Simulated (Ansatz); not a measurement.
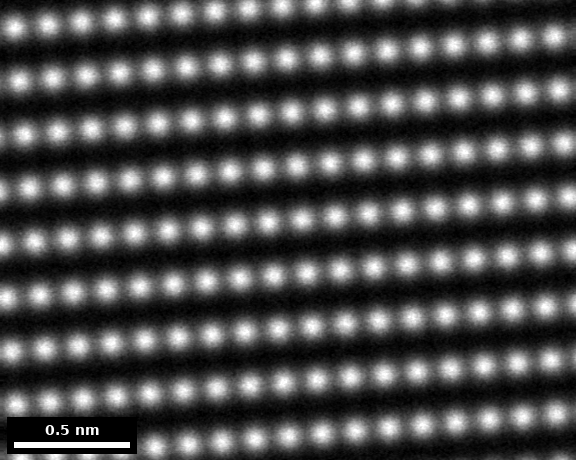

iDPC-like image of Ti (P6_3/mmc, No. 194). Simulated as the projected potential of neutral atoms (B = 0.5 Å²) blurred by a 0.64 Å probe, the thin-sample limit of integrated differential phase contrast. Shot noise and a slight drift were added. Model: coordinates from a relaxation with Ansatz, DFT, PBEsol, plane waves (420 eV) with PAW, scalar-relativistic; the starting structure was generated, so it need not be a known form of this composition.

```
Ti
1.0
     2.89530    0.00000    0.00000
    -1.44765    2.50741    0.00000
     0.00000    0.00000    9.26507
Ti
4
Direct
  0.00000 0.00000 0.00000
  0.00000 0.00000 0.50000
  0.33333 0.66667 0.25000
  0.66667 0.33333 0.75000
```

Q: Along which zone axis is the crystal seen: [001], [311], [210] or [100]? (Directions equivalent by symmetry count as one.)

A: [210]. The projected cells are 2.90 × 2.90 Å, 120° for [001]; 2.31 × 2.54 Å, 107° for [311]; 1.45 × 2.32 Å, 90° for [210]; 2.51 × 9.27 Å, 90° for [100], and the image repeats as the [210] one does.
